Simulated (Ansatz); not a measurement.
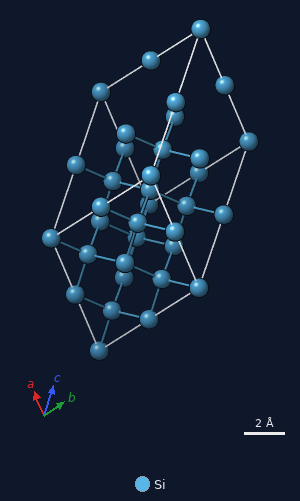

Starting frame of a dynamics run of a 16-atom cell of Si. The cell was cut from the diamond crystal. The picture is a ball-and-stick view of the reduced simulation cell, seen from a free direction. Bonds to atoms that aren't drawn are left out. Lengths and directions refer to the drawn axes.

Level of theory: Ansatz 0.2.0, DFT PBE, scalar-relativistic, plane waves, PAW.

Input file:
```yaml
accuracy: low
crystal:
  lattice:
    - [0.0, 5.519032, 5.519032]
    - [5.519032, 0.0, 5.519032]
    - [5.519032, 5.519032, 0.0]
  atoms:
    - { symbol: Si, position: [0.0, 0.0, 0.0] }
    - { symbol: Si, position: [0.125, 0.125, 0.125] }
    - { symbol: Si, position: [0.0, 0.0, 0.5] }
    - { symbol: Si, position: [0.125, 0.125, 0.625] }
    - { symbol: Si, position: [0.0, 0.5, 0.0] }
    - { symbol: Si, position: [0.125, 0.625, 0.125] }
    - { symbol: Si, position: [0.0, 0.5, 0.5] }
    - { symbol: Si, position: [0.125, 0.625, 0.625] }
    - { symbol: Si, position: [0.5, 0.0, 0.0] }
    - { symbol: Si, position: [0.625, 0.125, 0.125] }
    - { symbol: Si, position: [0.5, 0.0, 0.5] }
    - { symbol: Si, position: [0.625, 0.125, 0.625] }
    - { symbol: Si, position: [0.5, 0.5, 0.0] }
    - { symbol: Si, position: [0.625, 0.625, 0.125] }
    - { symbol: Si, position: [0.5, 0.5, 0.5] }
    - { symbol: Si, position: [0.625, 0.625, 0.625] }
basis:
  ecutwfc: 420.0
kpoints:
  mp_grid: { grid: [3, 3, 3] }
hamiltonian:
  xc: pbe
scf:
  occupations: { method: fermi_dirac, width: 0.17 }
  lower_state_search: "off"
md:
  timestep: 2
  n_steps: 190
  ensemble: nvt_langevin
  temperature: 300.0
  initial_velocities: maxwell_boltzmann
  seed: 874159
  friction: 0.02
  temperature_schedule: [{ n_steps: 190, end_temperature: 2000.0 }]
```

Run as
```bash
ansatz run input.yaml --threads 2 --pin off --max-ram 5120MiB --backend cpu --events-out ev --progress --plain --runs-dir out
```

Q: What does the trajectory do?

A: Under the programmed temperature the kinetic temperature goes from 262 K (first eighth) to 1327 K (last eighth), with a peak of 1628 K. That is well off the final set point of 2000 K. The potential energy in the second half lies on average 153 meV per atom above the first frame. In the second half of the run the atoms are, in the root-mean-square, this far from where they began (common drift taken out): Si 0.24 Å. That is small against the typical shortest distance between atoms in the first frame, about 2.4 Å: the atoms vibrate about their sites and the arrangement holds.

Along the run (each row but the first and the last is the mean over the interval that it begins):

```csv
time (fs),potential energy (meV/atom),T (K)
0.0,0.0,281
38.0,45.6,350
76.0,57.9,476
114.0,67.7,747
152.0,79.3,626
190.0,136.1,1071
228.0,137.0,1269
266.0,132.5,1243
304.0,187.8,1329
342.0,170.6,1310
380.0,217.3,1255
```

The paths of the atoms, magnified 2 times:

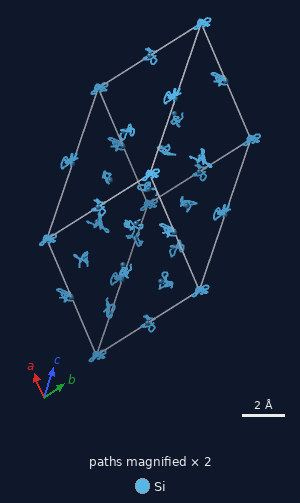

Limits of the set-up: the program's low-accuracy preset was used.
